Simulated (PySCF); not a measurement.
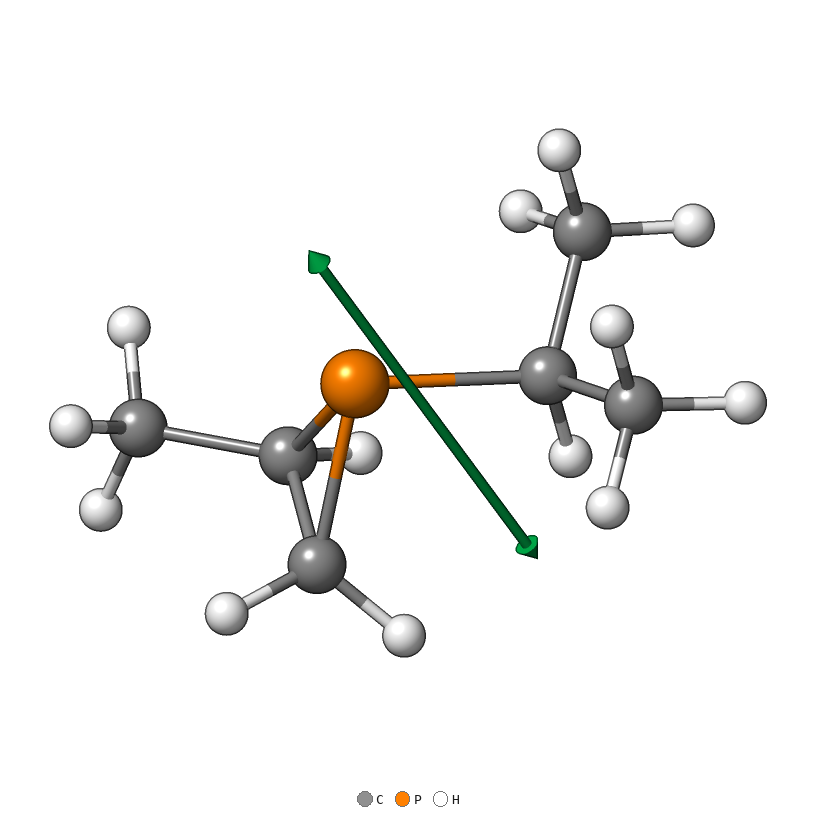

The double arrow shows the direction of the transition dipole to excited singlet state 7 (its length means nothing). Computed geometry: GFN2-xTB optimisation. No frequency run is at hand to confirm it as a minimum. Method: TDDFT PBE0/def2-SVPD, vertical, gas phase, core orbitals frozen in the response (PySCF 2.14.0).

### Where does the transition lie, and how strong is it?

7.26 eV (171 nm), oscillator strength 0.075, mainly HOMO → LUMO+3 (weight 0.95); transition dipole 1.65 D.

The geometry is semi-empirical. Around P such bond lengths and angles can be off by a tenth of an ångström or more and by several degrees, and values that hang on the shape move with them.
